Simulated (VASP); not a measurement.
Band structure of Lu₃Hg (space group Pm-3m). Method: PBEsol GGA, VASP's PBE PAW potentials (set 64) (plane waves; VASP).

Unless said otherwise, spin-orbit coupling is left out, though it shifts the bands of the heavy elements here.

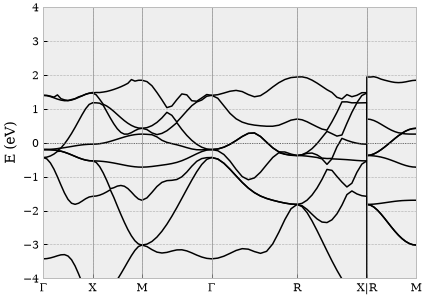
Fig. 1. Bands along high-symmetry lines, zero at the valence-band maximum or, without a gap, the Fermi level

Task: Read the plot: is there a gap, and where are the band edges?

Result: It has no gap at this level: it comes out as a metal or semimetal. (Edges off the drawn lines would not show.)

The structure comes from a computed database's Lu3Hg entry (Pm-3m); how it stands against other phases isn't given here. It was relaxed first, which changed the volume by -6 %. The electron count is odd and the run is not spin-polarised, which forces a metal.
